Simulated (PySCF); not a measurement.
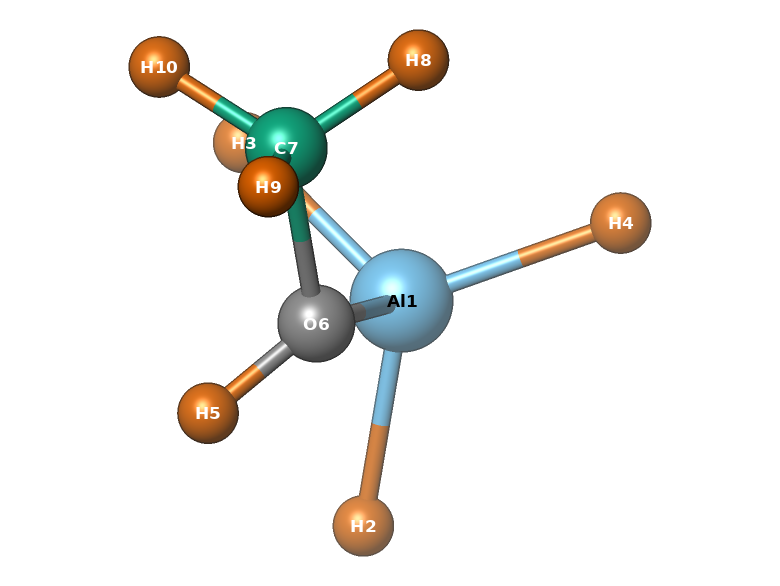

Al1 lies behind O6. The molecule seen a little off the O6–Al1 bond, O6 in front. Atoms fade into the background with distance from the viewer. Computed geometry: PBE0-D4/def2-TZVP optimisation. No frequency run is at hand to confirm it as a minimum.

What is the torsion angle C7–O6–Al1–H2? The sign is positive where the front bond must turn clockwise to cover the back bond.

Answer. −168°, antiperiplanar (anti).
